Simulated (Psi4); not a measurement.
**DSD-PBEP86/def2-TZVP (density fitting for correlation) run of HNO2 (SMILES O=NO)**

Aim: the vertical ionisation energy of HNO2 at DSD-PBEP86/def2-TZVP (density fitting for correlation), from 2 runs. 

The results are computed with Psi4 1.11.

### Step 1. The system as given

HNO2: 4 atoms, total charge 0, spin state singlet. SMILES: `O=NO`. The coordinates come from a PBE0-D4/def2-TZVP relaxation.

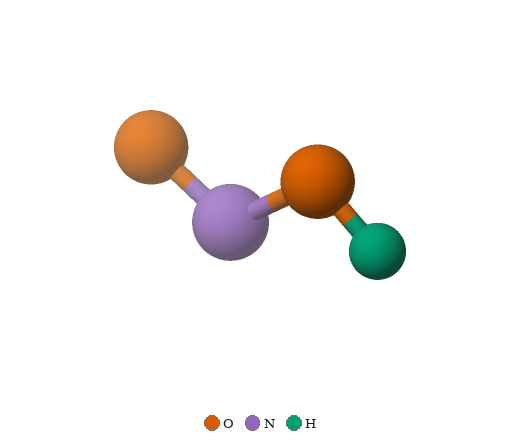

Viewed from a chosen angle; oxygen orange, nitrogen purple, hydrogen teal.

### Step 2. A single-point energy at DSD-PBEP86/def2-TZVP (density fitting for correlation)

File hno2.dat:

```
memory 2.2 GB

molecule molecule1 {
  0 1
  O      0.413650     0.047230     1.437260
  N      0.320150    -0.419400     0.377370
  O     -0.362650     0.434660    -0.492650
  H     -0.371140    -0.062490    -1.321980
  symmetry c1
}

set basis def2-TZVP
set puream true
set e_convergence 1e-09
set d_convergence 1e-08
set scf_type pk
set dft_radial_points 99
set dft_spherical_points 590
set num_frozen_docc 3

e, wfn = energy("dsd-pbep86", return_wfn=True)
print_variables()
```

Started as:

```bash
psi4 -n 1 hno2.dat hno2.out
```

hno2.out, shortened:

```text
[...]
  Running in c1 symmetry.
[...]
  Nuclear repulsion =   70.553867106049779
[...]
  Multiplicity = 1
[...]
  Nalpha       = 12
  Nbeta        = 12
[...]
    Number of basis functions: 99
[...]
   @RKS iter   1:  -205.04853959398434   -5.28372e-01   4.93773e-03 DIIS/ADIIS
[...]
   @RKS iter  12:  -205.13358304749565   -7.13385e-12   5.60495e-09 DIIS
[...]
    Orbital Energies [Eh]
    ---------------------
    Doubly Occupied:
       1A    -20.151480     2A    -20.138065     3A    -15.341014
       4A     -1.493239     5A     -1.298980     6A     -0.862883
       7A     -0.724143     8A     -0.664641     9A     -0.636921
      10A     -0.558433    11A     -0.474194    12A     -0.400806
[...]
  @RKS Final Energy:  -205.13358304749565
   => Energetics <=
    Nuclear Repulsion Energy =             70.5538671060497791
    One-Electron Energy =                -420.9342832757712358
    Two-Electron Energy =                 152.1719800910300648
    DFT Exchange-Correlation Energy =      -6.9251469688042651
    Empirical Dispersion Energy =           0.0000000000000000
    VV10 Nonlocal Energy =                  0.0000000000000000
    Total Energy =                       -205.1335830474956481
[...]
 Multipole Moments:
 ------------------------------------------------------------------------------------
     Multipole            Electronic (a.u.)      Nuclear  (a.u.)        Total (a.u.)
 ------------------------------------------------------------------------------------
 L = 1.  Multiply by 2.5417464519 to convert [e a0] to [Debye]
 Dipole X            :          0.3741070           -0.4475488           -0.0734418
 Dipole Y            :         -0.2765893           -0.0906441           -0.3672334
 Dipole Z            :          0.7851431           -1.6187798           -0.8336367
 Magnitude           :                                                    0.9138951
[...]
```

It took 13 s on 1 thread of Intel Xeon Platinum 8259CL at 2.50GHz (Skylake/Cascade Lake), shared host; peak memory 0.95 GiB.

### Step 3. The doublet cation

File run.py:

```python
import psi4

psi4.set_memory(2200000000)
psi4.set_num_threads(1)
psi4.set_output_file('output.dat', False)

mol = psi4.geometry("""
1 2
O      0.413650     0.047230     1.437260
N      0.320150    -0.419400     0.377370
O     -0.362650     0.434660    -0.492650
H     -0.371140    -0.062490    -1.321980
symmetry c1
no_reorient
no_com
""")

psi4.set_options({
    'basis': 'def2-TZVP',
    'reference': 'uks',
    'puream': True,
    'e_convergence': 1e-09,
    'd_convergence': 1e-08,
    'scf_type': 'pk',
    'dft_radial_points': 99,
    'dft_spherical_points': 590,
    'num_frozen_docc': 3,
    'maxiter': 100,
})

E = psi4.energy("DSD-PBEP86", molecule=mol)
print(f'DSD-PBEP86 energy: {E:.10f} Eh')
```

Started as:

```bash
python run.py
```

output.dat, shortened:

```text
[...]
  Running in c1 symmetry.
[...]
  Nuclear repulsion =   70.553867106049779
[...]
  Multiplicity = 2
[...]
  Nalpha       = 12
  Nbeta        = 11
[...]
    Number of basis functions: 99
[...]
   @UKS iter   1:  -204.58787484163065   -6.77071e-02   5.61946e-03 ADIIS/DIIS
[...]
   @UKS iter  21:  -204.73535888894409   -9.12337e-12   7.02522e-09 DIIS
[...]
   @S^2 Observed:                7.943158368E-01
[...]
    Orbital Energies [Eh]
    ---------------------
    Alpha Occupied:
       1A    -20.609159     2A    -20.502129     3A    -15.722757
       4A     -1.898711     5A     -1.661602     6A     -1.240211
       7A     -1.115817     8A     -1.044792     9A     -1.013639
      10A     -0.935412    11A     -0.823236    12A     -0.811377
    Alpha Virtual:
      13A     -0.326558    14A     -0.129940    15A     -0.078414
      16A      0.019822    17A      0.110313    18A      0.140888
      19A      0.145859    20A      0.208362    21A      0.244603
      22A      0.256869    23A      0.295339    24A      0.307992
      25A      0.315359    26A      0.358960    27A      0.418591
[...]
  @UKS Final Energy:  -204.73535888894409
   => Energetics <=
    Nuclear Repulsion Energy =             70.5538671060497791
    One-Electron Energy =                -412.2040260732418346
    Two-Electron Energy =                 143.7181037085425430
    DFT Exchange-Correlation Energy =      -6.8033036302945700
    Empirical Dispersion Energy =           0.0000000000000000
    VV10 Nonlocal Energy =                  0.0000000000000000
    Total Energy =                       -204.7353588889440914
[...]
 Multipole Moments:
 ------------------------------------------------------------------------------------
     Multipole            Electronic (a.u.)      Nuclear  (a.u.)        Total (a.u.)
 ------------------------------------------------------------------------------------
 L = 1.  Multiply by 2.5417464519 to convert [e a0] to [Debye]
 Dipole X            :         -4.0965154            4.3046260            0.2081106
 Dipole Y            :         -2.0099252            1.6191740           -0.3907512
 Dipole Z            :        -16.7192447           16.7741351            0.0548903
 Magnitude           :                                                    0.4461048
[...]
```

Standard output:

```text
DSD-PBEP86 energy: -205.0731033391 Eh
```

Wall time 25 s (1 thread of Intel Xeon Platinum 8259CL at 2.50GHz (Skylake/Cascade Lake), shared host); peak memory 0.95 GiB.

### Step 4. Results

Level: DSD-PBEP86/def2-TZVP (density fitting for correlation), 3 core orbitals frozen.

| quantity | value |
| --- | --- |
| singlet HNO2: total energy | -205.48898 Eh |
| singlet HNO2: HOMO energy (SCF part's orbitals) | -10.91 eV |
| singlet HNO2: LUMO energy (SCF part's orbitals) | 0.79 eV |
| singlet HNO2: HOMO–LUMO gap (SCF part's orbitals) | 11.70 eV |
| doublet cation: total energy | -205.07310 Eh |
| doublet cation: HOMO energy (SCF part's orbitals) (highest over α and β) | -22.00 eV |
| doublet cation: LUMO energy (SCF part's orbitals) (lowest over α and β) | -10.70 eV |
| doublet cation: ⟨S²⟩ | 0.794 |
| vertical ionisation energy (to the doublet cation) | 11.317 eV |

What this shows: The vertical ionisation energy comes to 11.32 eV (1092 kJ/mol). −ε(HOMO) before ionisation, 10.91 eV, is 0.41 eV below this ionisation energy.
